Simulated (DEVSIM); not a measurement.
Device: Au/Al2O3/n-Si capacitor, at 400 K.

```
layer (left to right)  material  thickness (nm)  Nd (cm⁻³)
---------------------  --------  --------------  ---------
1                         Al2O3            18.0          -
2                            Si            1400     1.8e17
```

Metal gate on the left, work function 5.1 eV. Fixed charge at the semiconductor interface 0 cm⁻² (in units of +e); no interface traps.

This is a model device: material constants are rounded textbook-type values typed into the input, and sizes, dopings and lifetimes were drawn at random. Values at 300 K; Nc and Nv go as T^1.5, mobilities as T to minus their exponent, the gap by Varshni's rule with the affinity fixed.

```tsv
parameter	Al2O3	Si
gap (eV)	6.8	1.124
affinity (eV)	1.35	4.05
permittivity	9	11.7
Nc (cm⁻³)	-	2.86e19
Nv (cm⁻³)	-	3.1e19
Varshni α (eV/K)	-	0.000473
Varshni β (K)	-	636
```

Simulated with DEVSIM: 1D Poisson equation in equilibrium, Boltzmann statistics, complete ionisation; no quantum confinement or tunnelling. Metal contacts follow the ideal Schottky-Mott rule: no Fermi-level pinning, no interface dipoles.

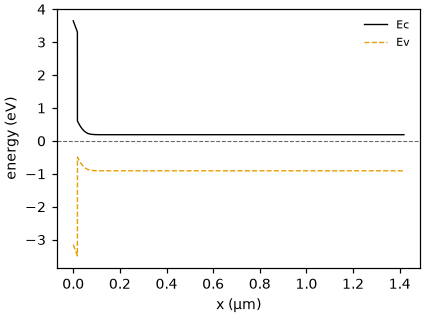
Figure: Band edges at 0.1 V on the gate

Energies count from the Fermi level of the right contact; mesh points crowd at the junctions.

| x (μm) | Ec (eV) | Ev (eV) | n (cm⁻³) | p (cm⁻³) | field (V/cm) |
|---|---|---|---|---|---|
| 0.000 | 3.650 | -3.150 | < 1e2 | < 1e2 | -190000 |
| 0.001296 | 3.625 | -3.175 | < 1e2 | < 1e2 | -190000 |
| 0.003698 | 3.580 | -3.220 | < 1e2 | < 1e2 | -190000 |
| 0.008575 | 3.487 | -3.313 | < 1e2 | < 1e2 | -190000 |
| 0.01481 | 3.369 | -3.431 | < 1e2 | < 1e2 | -190000 |
| 0.01704 | 3.326 | -3.474 | < 1e2 | < 1e2 | -190000 |
| 0.01812 | 0.606 | -0.490 | 1.0e12 | 3.2e13 | -150000 |
| 0.02039 | 0.574 | -0.523 | 2.6e12 | 1.2e13 | -140000 |
| 0.02457 | 0.518 | -0.579 | 1.3e13 | 2.4e12 | -130000 |
| 0.03368 | 0.413 | -0.684 | 2.8e14 | 1.2e11 | -100000 |
| 0.05230 | 0.270 | -0.827 | 1.8e16 | 1.8e9 | -52000 |
| 0.1147 | 0.190 | -0.906 | 1.8e17 | 1.8e8 | -390 |
| 0.2300 | 0.190 | -0.907 | 1.8e17 | 1.8e8 | ≈ 0 |
| 0.4812 | 0.190 | -0.907 | 1.8e17 | 1.8e8 | ≈ 0 |
| 1.025 | 0.190 | -0.907 | 1.8e17 | 1.8e8 | ≈ 0 |
| 1.232 | 0.190 | -0.907 | 1.8e17 | 1.8e8 | ≈ 0 |
| 1.333 | 0.190 | -0.907 | 1.8e17 | 1.8e8 | ≈ 0 |
| 1.378 | 0.190 | -0.907 | 1.8e17 | 1.8e8 | ≈ 0 |
| 1.405 | 0.190 | -0.907 | 1.8e17 | 1.8e8 | ≈ 0 |
| 1.412 | 0.190 | -0.907 | 1.8e17 | 1.8e8 | ≈ 0 |
| 1.416 | 0.190 | -0.907 | 1.8e17 | 1.8e8 | ≈ 0 |
| 1.418 | 0.190 | -0.907 | 1.8e17 | 1.8e8 | ≈ 0 |
